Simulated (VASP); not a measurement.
Band structure of PbI2 (1T layered). Level of theory: PBEsol GGA, VASP's PBE PAW potentials (set 64) (plane waves; VASP).

Without a dispersion term in the relaxation, distances and binding between the weakly bound layers, chains or molecules are unreliable, and so is what depends on them. Unless said otherwise, spin-orbit coupling is left out, though it shifts the bands of the heavy elements here.

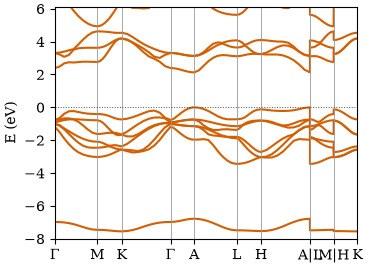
*Bands along high-symmetry lines, zero at the valence-band maximum or, without a gap, the Fermi level*

Q: Read the plot: is there a gap, and where are the band edges?

A: The gap is direct, 2.13 eV, from the valence maximum at A to the conduction minimum at A. (Edges off the drawn lines would not show.)

Measured: gap 2.40 eV (computed value off by -0.27 eV), as given by Wikipedia, List of semiconductor materials.

The compound is PbI2 in the 1T layered structure. It was relaxed first.
